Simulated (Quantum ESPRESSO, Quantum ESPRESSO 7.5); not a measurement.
**Work function and surface energy of Ta(100) against thickness**

Wanted: a thickness series of Ta(100), driven from Python.

Program: Quantum ESPRESSO 7.5. Level of theory: plane-wave DFT, PBE, GBRV ultrasoft pseudopotentials. Results are calculated unless marked as measured.

The experiments to compare with:

“Anisotropic work function of elemental crystals” (2019, arxiv:1902.07811) quotes from earlier work for Ta (clean (100) face): work function (clean (100) face) 4.1 eV.

### Step 1. Starting point

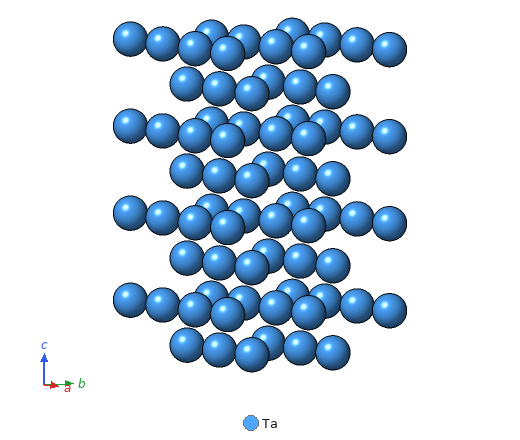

The starting structure, seen from the side, with the c axis up (tantalum blue). 3×2×1 cells are drawn. Some periodic images of atoms are drawn too.

The cell holds 8 atoms: 8 Ta. Cell: a = 3.310 Å, b = 3.310 Å, c = 26.585 Å, α = 90.0°, β = 90.0°, γ = 90.0°. It derives from Ta. Vacuum lies along c.

As a file:

```xyz
8
Lattice="3.3100 0.0000 0.0000 0.0000 3.3100 0.0000 0.0000 0.0000 26.5850" Properties=species:S:1:pos:R:3
Ta    1.6550    1.6550    7.5000
Ta    0.0000    0.0000    9.1550
Ta    1.6550    1.6550   10.8100
Ta    0.0000    0.0000   12.4650
Ta    1.6550    1.6550   14.1200
Ta    0.0000    0.0000   15.7750
Ta    1.6550    1.6550   17.4300
Ta    0.0000    0.0000   19.0850
```

### Step 2. The script

ASE writes the inputs, starts pw.x and reads the results. Under ESM bc1 the zero of energy of a symmetric slab is the vacuum, so the work function is minus the Fermi level.

The input, run.py:

```python
import json
import numpy as np
from ase.build import bcc100
from ase.calculators.espresso import Espresso, EspressoProfile

profile = EspressoProfile(command='mpirun -n 4 pw.x -nk 4', pseudo_dir='../pseudo')
pseudopotentials = {'Ta': 'ta_pbe_v1.uspp.F.UPF'}
system = {'ecutwfc': 40, 'ecutrho': 200, 'occupations': 'smearing', 'smearing': 'mv', 'degauss': 0.02}


def calculator(name, kpts, **extra):
    data = dict(control=dict(tprnfor=True, verbosity='high', disk_io='none'),
                system=system | extra,
                electrons=dict(conv_thr=1e-07, mixing_beta=0.4, mixing_mode='local-TF',
                               electron_maxstep=100))
    return Espresso(profile=profile, directory=name, pseudopotentials=pseudopotentials, kpts=kpts, input_data=data)


def centre(atoms):
    z = atoms.positions[:, 2]
    atoms.positions[:, 2] -= (z.max() + z.min()) / 2  # ESM wants the slab about z = 0
    return atoms


rows = []
for n in [3, 4, 5, 6, 7, 8]:
    slab = centre(bcc100('Ta', size=(1, 1, n), a=3.31, vacuum=7.5, periodic=True))
    slab.set_initial_magnetic_moments([0.0] * n)
    slab.calc = calculator(f'n{n}', (8, 8, 1), assume_isolated='esm', esm_bc='bc1')
    energy = slab.get_potential_energy()
    work = -slab.calc.get_fermi_level()
    force = slab.get_forces()[-1, 2]
    rows.append([n, energy, work, force])
    print(f'{n} layers: E = {energy:.5f} eV, work function {work:.3f} eV, force on the top atom {force:+.3f} eV/A')

n, energy = np.array(rows)[:, :2].T
slope, offset = np.polyfit(n[1:], energy[1:], 1)
area = np.linalg.norm(np.cross(*slab.cell[:2]))
gamma = offset / (2 * area) * 16.0218
print(f'bulk energy from the slope {slope:.5f} eV an atom; unrelaxed surface energy {gamma:.3f} J/m^2')
json.dump(dict(rows=rows, slope=slope, gamma=gamma), open('result.json', 'w'))
```

Command:

```console
$ OMP_NUM_THREADS=1 python run.py
```

Output:

```text
3 layers: E = -5787.21084 eV, work function 3.824 eV, force on the top atom -1.718 eV/A
4 layers: E = -7717.58724 eV, work function 3.985 eV, force on the top atom -0.886 eV/A
5 layers: E = -9648.04861 eV, work function 3.969 eV, force on the top atom -1.330 eV/A
6 layers: E = -11578.45279 eV, work function 3.981 eV, force on the top atom -1.326 eV/A
7 layers: E = -13508.80304 eV, work function 4.007 eV, force on the top atom -1.239 eV/A
8 layers: E = -15439.15656 eV, work function 4.007 eV, force on the top atom -1.302 eV/A
bulk energy from the slope -1930.38931 eV an atom; unrelaxed surface energy 2.871 J/m^2
```

The job ended after 14 min (4 MPI ranks of Arm Neoverse V1, shared host; peak memory 1.2 GiB; 57 min of CPU time).

The input that ASE wrote for the first run, and its log:

```
&CONTROL
   verbosity        = 'high'
   tprnfor          = .true.
   disk_io          = 'none'
   pseudo_dir       = '../pseudo'
/
&SYSTEM
   ecutwfc          = 40
   ecutrho          = 200
   occupations      = 'smearing'
   degauss          = 0.02
   smearing         = 'mv'
   assume_isolated  = 'esm'
   esm_bc           = 'bc1'
   ntyp             = 1
   nat              = 3
   ibrav            = 0
/
&ELECTRONS
   electron_maxstep = 100
   conv_thr         = 1e-07
   mixing_mode      = 'local-TF'
   mixing_beta      = 0.4
/
&IONS
/
&CELL
/
&FCP
/
&RISM
/
ATOMIC_SPECIES
Ta 180.94788 ta_pbe_v1.uspp.F.UPF

K_POINTS automatic
8 8 1  0 0 0

CELL_PARAMETERS angstrom
3.31000000000000 0.00000000000000 0.00000000000000
0.00000000000000 3.31000000000000 0.00000000000000
0.00000000000000 0.00000000000000 18.31000000000000

ATOMIC_POSITIONS angstrom
Ta 0.0000000000 0.0000000000 -1.6550000000  
Ta 1.6550000000 1.6550000000 0.0000000000  
Ta 0.0000000000 0.0000000000 1.6550000000
```

```text
Program PWSCF v.7.5 starts
[citation notice left out]

     Parallel version (MPI & OpenMP), running on       4 processor cores
     Number of MPI processes:                 4
     Threads/MPI process:                     1

     MPI processes distributed on     1 nodes
[... 1 line left out ...]

Warning: card &CELL ignored
Warning: card &FCP ignored
Warning: card &RISM ignored

     Current dimensions of program PWSCF are:
     Max number of different atomic species (ntypx) = 10
     Max number of k-points (npk) =  40000
     Max angular momentum in pseudopotentials (lmaxx) =  4
     Message from routine setup:
     using ibrav=0 with symmetry is DISCOURAGED, use correct ibrav instead

     K-points division:     npool     =       4
     Subspace diagonalization in iterative solution of the eigenvalue problem:
     a serial algorithm will be used

     G-vector sticks info
     --------------------
     sticks:   dense  smooth     PW     G-vecs:    dense   smooth      PW
     Sum         621     497    149                64535    46283    7873

     Using Slab Decomposition

     bravais-lattice index     =            0
     lattice parameter (alat)  =       6.2550  a.u.
     unit-cell volume          =    1353.7577 (a.u.)^3
     number of atoms/cell      =            3
     number of atomic types    =            1
     number of electrons       =        39.00
     number of Kohn-Sham states=           24
     kinetic-energy cutoff     =      40.0000  Ry
     charge density cutoff     =     200.0000  Ry
     scf convergence threshold =      1.0E-07
     mixing beta               =       0.4000
     number of iterations used =            8  local-TF  mixing
     Exchange-correlation= SLA  PW   PBE  PBE
                           (   1   4   3   4   0   0   0)

     Effective Screening Medium Method
     =================================
     Boundary Conditions: Vacuum-Slab-Vacuum
     total charge in unit cell        =   0.0000
     grid points for fit at edges     =        4

[... 10 lines left out ...]
     PseudoPot. # 1 for Ta read from file:
     ../pseudo/ta_pbe_v1.uspp.F.UPF
     Pseudo is Ultrasoft + core correction, Zval = 13.0
     Generated by new atomic code, or converted to UPF format
     Using radial grid of  921 points,  7 beta functions with:
                l(1) =   0
                l(2) =   0
                l(3) =   1
                l(4) =   1
                l(5) =   2
                l(6) =   2
                l(7) =   3
     Q(r) pseudized with  6 coefficients,  rinner =    1.300   1.300   1.300
                                                       1.300   1.300   1.300
                                                       1.300

     atomic species   valence    mass     pseudopotential
     Ta               13.00   180.94788     Ta( 1.00)

     16 Sym. Ops., with inversion, found

[... 667 lines left out ...]
   -38.5344 -37.7867 -37.6764 -37.6764 -10.9413  -8.3035  -7.3285  -7.2610
    -5.2856  -4.1730  -3.8712  -3.5748  -3.5748  -2.9514  -2.8037  -2.8037

     occupation numbers
     1.0000   1.0000   1.0000   1.0000   1.0000   1.0000   1.0000   1.0000
     1.0000   1.0000   1.0000   1.0000   1.0000   1.0000   1.0000   1.0000
     1.0000   1.0787   0.5264   0.0397   0.0397   0.0000   0.0000   0.0000

[... 112 lines left out ...]

     the Fermi energy is    -3.8236 ev

!    total energy              =    -425.35218854 Ry
     estimated scf accuracy    <       0.00000005 Ry
     smearing contrib. (-TS)   =      -0.00222821 Ry
     internal energy E=F+TS    =    -425.34996034 Ry

     The total energy is F=E-TS. E is the sum of the following terms:
     one-electron contribution =    1449.17287357 Ry
     hartree contribution      =    -738.54970382 Ry
     xc contribution           =    -126.20873764 Ry
     ewald contribution        =   -1009.76439245 Ry

     convergence has been achieved in  31 iterations

     negative rho (up, down):  2.921E-01 0.000E+00

     Forces acting on atoms (cartesian axes, Ry/au):

     atom    1 type  1   force =     0.00000000    0.00000000    0.06682675
     atom    2 type  1   force =     0.00000000    0.00000000    0.00000000
     atom    3 type  1   force =     0.00000000    0.00000000   -0.06682675
     The non-local contrib.  to forces
     atom    1 type  1   force =     0.00000000    0.00000000   -0.38261994
     atom    2 type  1   force =     0.00000000    0.00000000    0.00000000
     atom    3 type  1   force =     0.00000000    0.00000000    0.38261994
     The ionic contribution  to forces
     atom    1 type  1   force =    -0.00000000   -0.00000000 -102.21635387
     atom    2 type  1   force =     0.00000000    0.00000000   -0.00000000
     atom    3 type  1   force =    -0.00000000   -0.00000000  102.21635387
     The local contribution  to forces
     atom    1 type  1   force =    -0.00000000    0.00000000  102.70526004
     atom    2 type  1   force =     0.00000000    0.00000000    0.00001446
     atom    3 type  1   force =     0.00000000   -0.00000000 -102.70523112
     The core correction contribution to forces
     atom    1 type  1   force =    -0.00000000   -0.00000000   -0.03966705
     atom    2 type  1   force =     0.00000000   -0.00000000   -0.00000000
     atom    3 type  1   force =    -0.00000000   -0.00000000    0.03966705
     The Hubbard contrib.    to forces
     atom    1 type  1   force =     0.00000000    0.00000000    0.00000000
     atom    2 type  1   force =     0.00000000    0.00000000    0.00000000
     atom    3 type  1   force =     0.00000000    0.00000000    0.00000000
     The SCF correction term to forces
     atom    1 type  1   force =     0.00000000   -0.00000000    0.00022204
     atom    2 type  1   force =    -0.00000000   -0.00000000   -0.00000000
     atom    3 type  1   force =     0.00000000   -0.00000000   -0.00022204

     Total force =     0.094507     Total SCF correction =     0.000314
     Message from routine punch:
     Nothing written, as per user request (disk_io='none')

[... 1 line left out ...]

[... 1 line left out ...]

[... 1 line left out ...]

[... 3 lines left out ...]

[... 1 line left out ...]

[... 2 lines left out ...]

[... 1 line left out ...]

[... 1 line left out ...]

=------------------------------------------------------------------------------=
   JOB DONE.
=------------------------------------------------------------------------------=
```

This step gave:

```
surface energy                     : 2.871 J/m²
work function of the thickest slab : 4.007 eV
```

The work function by layers:

```
layers  work function (eV)
  3.00                3.82
  4.00                3.99
  5.00                3.97
  6.00                3.98
  7.00                4.01
  8.00                4.01
```

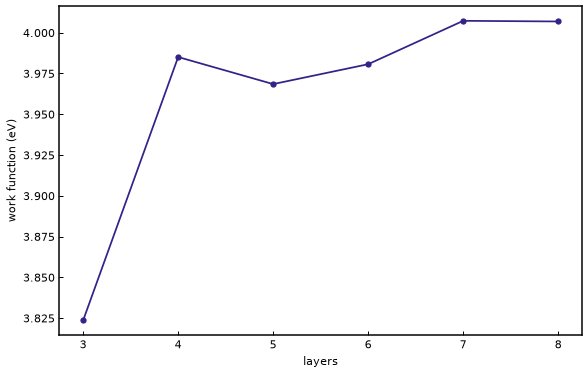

Work function, plotted against layers.

Table of force on the top atom along the normal by layers:

```
layers  force on the top atom along the normal (eV/Å)
  3.00                                          -1.72
  4.00                                         -0.886
  5.00                                          -1.33
  6.00                                          -1.33
  7.00                                          -1.24
  8.00                                          -1.30
```

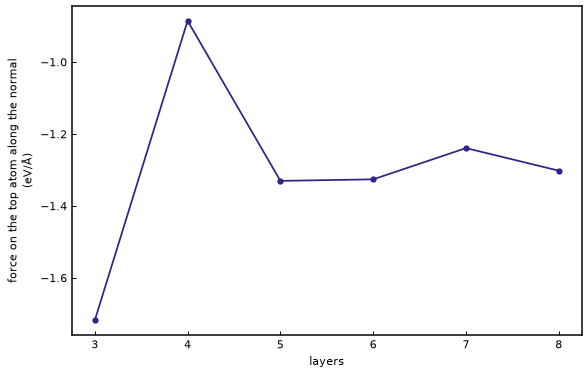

Force on the top atom along the normal, plotted against layers.

Energy less the bulk line's slope against layers:

```
layers  energy less the bulk line's slope (meV)
  3.00                                     3957
  4.00                                     3970
  5.00                                     3898
  6.00                                     3883
  7.00                                     3922
  8.00                                     3958
```

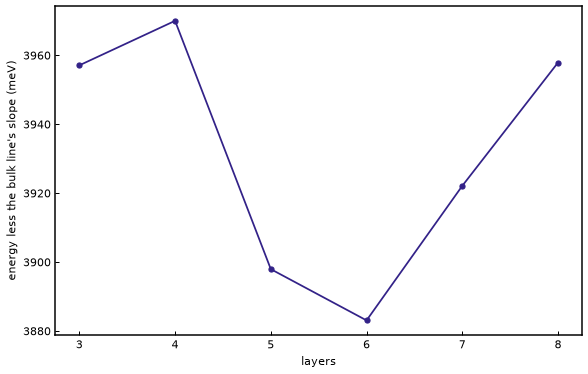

Energy less the bulk line's slope against layers.

### Step 3. The script: PBEsol, GBRV ultrasoft

Level of this step: plane-wave DFT, PBEsol, GBRV ultrasoft pseudopotentials (Quantum ESPRESSO 7.5).

run.py, as its differences from the input of step 2:

```diff
@@ -6,3 +6,3 @@
 profile = EspressoProfile(command='mpirun -n 4 pw.x -nk 4', pseudo_dir='../pseudo')
-pseudopotentials = {'Ta': 'ta_pbe_v1.uspp.F.UPF'}
+pseudopotentials = {'Ta': 'ta_pbesol_v1.uspp.F.UPF'}
 system = {'ecutwfc': 40, 'ecutrho': 200, 'occupations': 'smearing', 'smearing': 'mv', 'degauss': 0.02}
```

Command:

```console
$ OMP_NUM_THREADS=1 python run.py
```

Output:

```text
3 layers: E = -5781.45052 eV, work function 3.905 eV, force on the top atom -2.140 eV/A
4 layers: E = -7710.06319 eV, work function 4.061 eV, force on the top atom -1.318 eV/A
5 layers: E = -9638.77124 eV, work function 4.048 eV, force on the top atom -1.758 eV/A
6 layers: E = -11567.42109 eV, work function 4.062 eV, force on the top atom -1.748 eV/A
7 layers: E = -13496.01607 eV, work function 4.086 eV, force on the top atom -1.656 eV/A
8 layers: E = -15424.61542 eV, work function 4.082 eV, force on the top atom -1.728 eV/A
bulk energy from the slope -1928.63493 eV an atom; unrelaxed surface energy 3.241 J/m^2
```

It took 14 min on 4 MPI ranks; peak memory 1.2 GiB.

This step gave:

- surface energy: 3.241 J/m²
- work function of the thickest slab: 4.082 eV

Work function against layers:

```
layers  work function (eV)
  3.00                3.90
  4.00                4.06
  5.00                4.05
  6.00                4.06
  7.00                4.09
  8.00                4.08
```

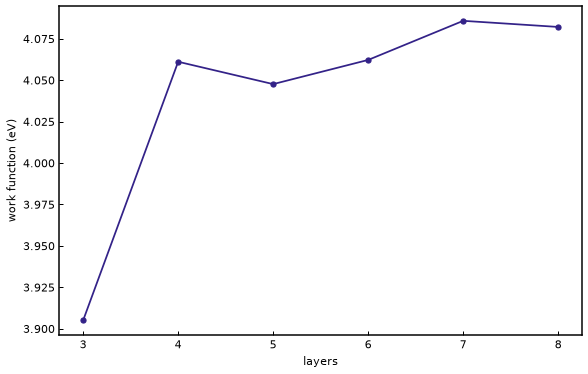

Work function, plotted against layers.

Table of force on the top atom along the normal by layers:

```
layers  force on the top atom along the normal (eV/Å)
  3.00                                          -2.14
  4.00                                          -1.32
  5.00                                          -1.76
  6.00                                          -1.75
  7.00                                          -1.66
  8.00                                          -1.73
```

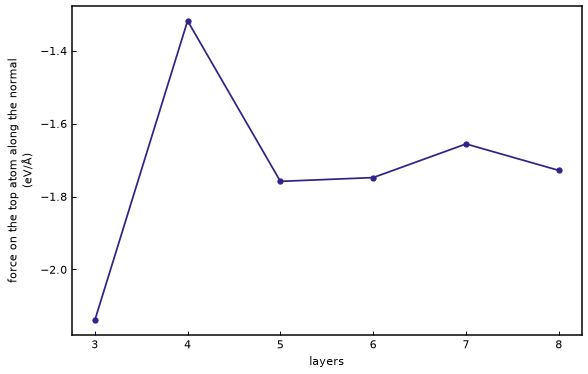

Force on the top atom along the normal against layers.

Table of energy less the bulk line's slope by layers:

```
layers  energy less the bulk line's slope (meV)
  3.00                                     4454
  4.00                                     4477
  5.00                                     4403
  6.00                                     4388
  7.00                                     4428
  8.00                                     4464
```

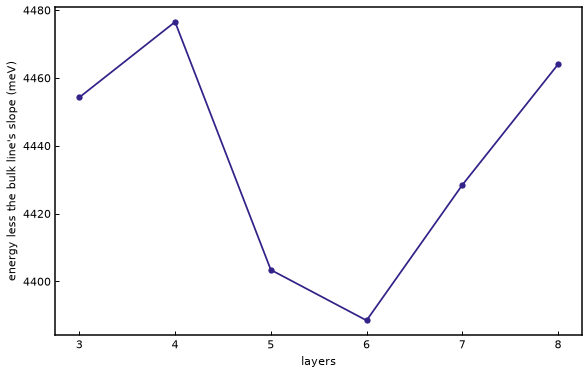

Energy less the bulk line's slope against layers.

### Step 4. The script, with ecutwfc = 10

One more run, with a changed input.

Level of this step: plane-wave DFT, PBE, GBRV ultrasoft pseudopotentials (Quantum ESPRESSO 7.5).

run.py, as its differences from the input of step 2:

```diff
@@ -7,3 +7,3 @@
 pseudopotentials = {'Ta': 'ta_pbe_v1.uspp.F.UPF'}
-system = {'ecutwfc': 40, 'ecutrho': 200, 'occupations': 'smearing', 'smearing': 'mv', 'degauss': 0.02}
+system = {'ecutwfc': 10, 'ecutrho': 200, 'occupations': 'smearing', 'smearing': 'mv', 'degauss': 0.02}
 
@@ -14,3 +14,3 @@
                 electrons=dict(conv_thr=1e-07, mixing_beta=0.4, mixing_mode='local-TF',
-                               electron_maxstep=100))
+                               electron_maxstep=60))
     return Espresso(profile=profile, directory=name, pseudopotentials=pseudopotentials, kpts=kpts, input_data=data)
@@ -25,3 +25,3 @@
 rows = []
-for n in [3, 4, 5, 6, 7, 8]:
+for n in [3, 4, 5]:
     slab = centre(bcc100('Ta', size=(1, 1, n), a=3.31, vacuum=7.5, periodic=True))
```

Command:

```console
$ OMP_NUM_THREADS=1 python run.py
```

Output:

```text
3 layers: E = -5658.14730 eV, work function 4.460 eV, force on the top atom -4.089 eV/A
4 layers: E = -7545.53270 eV, work function 4.647 eV, force on the top atom -3.660 eV/A
5 layers: E = -9434.69863 eV, work function 4.686 eV, force on the top atom -4.164 eV/A
bulk energy from the slope -1889.16593 eV an atom; unrelaxed surface energy 8.139 J/m^2
```

The job ended after 47 s (4 MPI ranks; peak memory 0.7 GiB).

The run finished, but its numbers are not taken as the system's. The fault: a cutoff far too low.

Beside the run it was changed from:

```
                               quantity  this run  unchanged run  difference
work function of the thickest slab (eV)     4.686          4.007        0.68
                  surface energy (J/m²)     8.139          2.871         5.3
                          wall time (s)        47            854            
                         SCF iterations        69            204
```

The changed run covers the first three points of the series alone, which enters its fits and its time.

Levels move by up to 679 meV, so the change matters at the level of the results. The other physical values in this table move by up to 1.8e+02 %.

### Step 5. Worked from the printed numbers

γ = (E_N − N e_bulk)/(2A). The excess of the thickest slab is 3.958 eV and A = 10.956 Å²: 3.958/(2 × 10.956) × 16.02 = 2.89 J/m² (1 eV/Å² = 16.02 J/m²); the fit's intercept gives 2.87.

### Step 6. What came out

| Property | Result |
| --- | --- |
| work function of the thickest slab, PBE, GBRV ultrasoft | 4.01 eV |
| unrelaxed surface energy, PBE, GBRV ultrasoft | 2.87 J/m² |
| work function of the thickest slab, PBEsol, GBRV ultrasoft | 4.08 eV |
| unrelaxed surface energy, PBEsol, GBRV ultrasoft | 3.24 J/m² |

In words: The thickest slab gives a work function of 4.01 eV and the series an unrelaxed surface energy of 2.87 J/m² (PBE, GBRV ultrasoft). The work function swings by 0.18 eV over 3 to 8 layers and by 0.00 eV over the last step; confined states crossing the Fermi level and the finite mesh both contribute. From 4 layers on it stays within 0.1 eV. The force on the top atom of the thickest slab points inwards (1.30 eV/Å). The slabs are cut from the bulk at the tabulated lattice constant and not relaxed; the surface energy comes from a straight line through the energies of all but the thinnest slab. Spin-orbit coupling is left out; depending on the atoms that carry the levels of interest, it can split and shift them by tenths of an eV to an eV or more.

Comparison with the measured values:

```
                             quantity  measured        PBE, GBRV     PBEsol, GBRV
work function (clean (100) face) (eV)       4.1  4.01 (-0.09 eV)  4.08 (-0.02 eV)
```

Measured values from arxiv:1902.07811 (2019).

How well it matches: The grades are ours: good and fair within 3 and 7 % for the work function. Other measurements of the same face can differ from the value quoted by 0.1 to 0.2 eV.

[Logs are printed without paths, hosts, clocks, repeated set-up lines and the standing remarks that a program may print on its own settings, such as how far it seeks lower states.]

[Hosts, paths, dates, database ids (printed as entryN), source tags and the programs' standing remarks are cut or masked in the printed files.]

[Maps of the electrostatic potential energy from Ansatz leave out the sawtooth potential of an applied field or a dipole correction, so their vacuum need not be flat; planar profiles and work functions include it.]
